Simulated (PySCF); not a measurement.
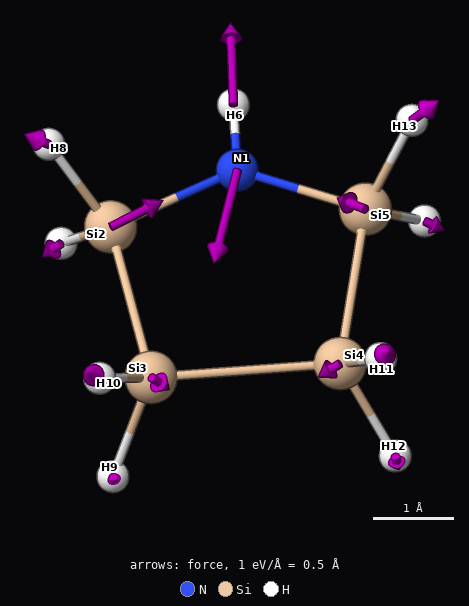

Starting geometry of Si₄NH₉ with the computed forces as purple arrows. Style: ball-and-stick. Shown at a tilt.

The start comes from GFN2-xTB. Its atoms were then displaced at random by about 0.01 Å.

Method: PBE0-D3(BJ)/def2-SVP geometry optimisation, gas phase in PySCF 2.14.0, density-fitted response routines. 

Q: Is this structure relaxed? If not, where do the atoms go?

A: It isn't relaxed: the largest force vector, on the N atom, is 2.84 eV/Å. The final displacements follow the starting forces only in part (cosine between the two patterns 0.41). Over 4 geometry steps the energy falls by 0.342 eV. The largest moves after the best rigid fit, 0.13 Å, are those of H atoms. By element the largest moves are H 0.13 Å, N 0.07 Å, Si 0.05 Å. Near-neighbour distances that change, for instance: Si–Si 2.301 → 2.355 Å, H–Si 1.448 → 1.496 Å, H–N 0.971 → 1.019 Å, Si–Si 2.382 → 2.353 Å. Among the angles between lasting bonds that change: Si–Si–H 117.2° → 111.7°, Si–Si–H 116.6° → 111.4°, H–Si–H 104.0° → 109.0°. The run took 49 s on 1 thread of Arm Neoverse V1, with other jobs on the host.
